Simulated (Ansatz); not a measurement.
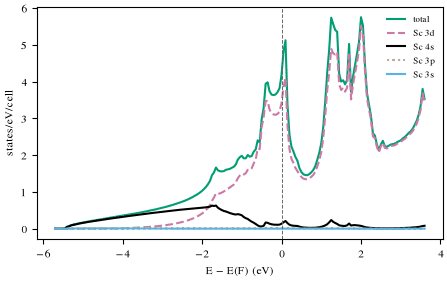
*Total and projected density of states of Sc (hcp (Mg type), P6_3/mmc), r²SCAN in the plane-wave PAW code Ansatz*

Question: Which orbitals carry the states next to the Fermi level?

Answer: Within 0.5 eV of the Fermi level: Sc 3d 85 %, outside the projected shells 11 %. Projections are on Löwdin-orthogonalised atomic valence shells; empty p or d shells of many metals are not among them.

Question: Where is the tallest occupied peak in this window, and what makes it?

Answer: Near -0.3 eV, about 4.0 states/eV per cell; the largest projected share is Sc 3d.

The cell was relaxed with r²SCAN under the symmetry of its start. The run is not spin-polarised.

Potentials: the later of the program's two PAW sets.
